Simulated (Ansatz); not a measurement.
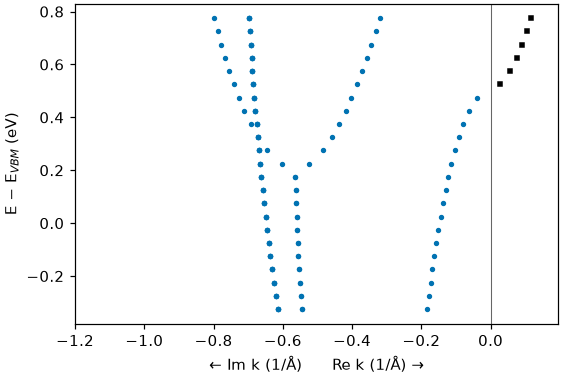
*Complex bands at the centre of the two-dimensional zone; PBEsol (Ansatz, a first-principles code)*

The gap is the functional's own, uncorrected, and κ follows it; spin-orbit coupling is left out. Mid-gap means the computed energy nearest the middle.

Q: This is AgBr (Fm-3m, rock salt, 2 atoms a cell, 24.2 Å³ an atom, -3 GPa at this level) along the normal of (001). Read off the slowest decay at the centre of the two-dimensional zone at 0.28 eV, the computed energy nearest the middle of the gap.

A: κ ≈ 0.10 1/Å, a decay length 1/(2κ) of the density of 4.8 Å.
